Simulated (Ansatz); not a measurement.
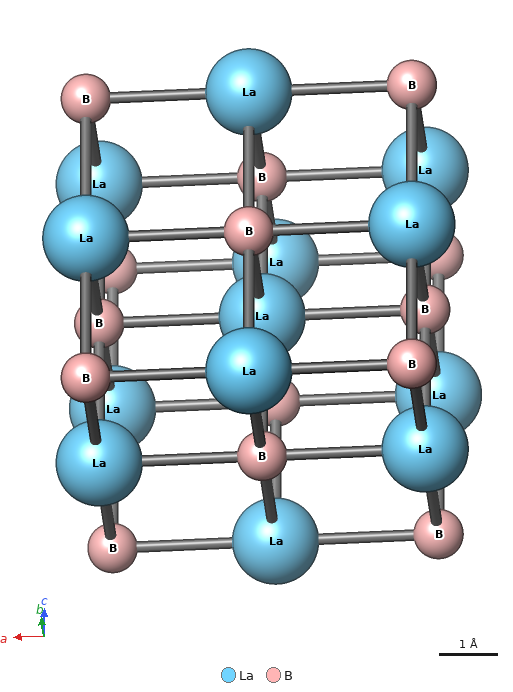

The starting point is crystalline LaB (built on the rocksalt type). A ball-and-stick model of the conventional cell (4 times the calculation's cell), seen from a free direction. Lengths and directions refer to the drawn axes.

Level of theory: DFT PBE, scalar-relativistic, plane waves, PAW (Ansatz). (plane-wave cutoff 420 eV; k-point mesh 10 × 10 × 10; occupations gaussian; smearing width 0.05 eV; no spin polarisation)

The variant: All lengths are scaled by +3.2 % (volume +10.0 %), the atoms keeping their fractional coordinates. No relaxation follows.

> Predict the response.

Energy change: +35.9 meV per atom. Pressure: 0.0 GPa before, −4.6 GPa after. All forces vanish by symmetry. Among the bonded contacts that change: B–La 2.836 → 2.927 Å. The space group stays Fm-3m (No. 225).

Drawn alike, the variant:

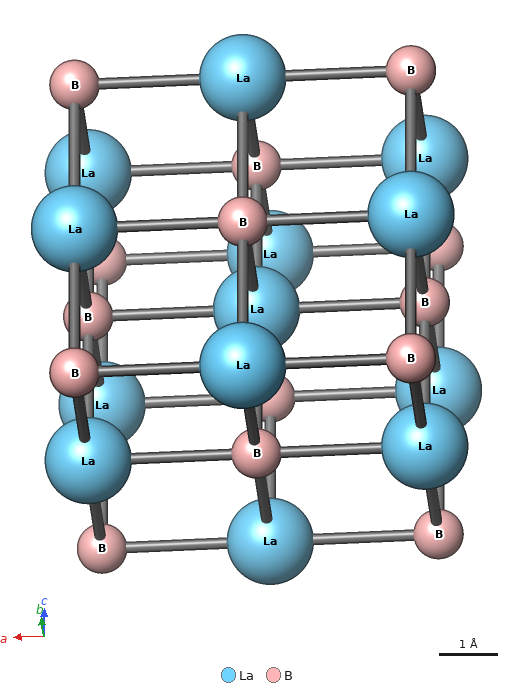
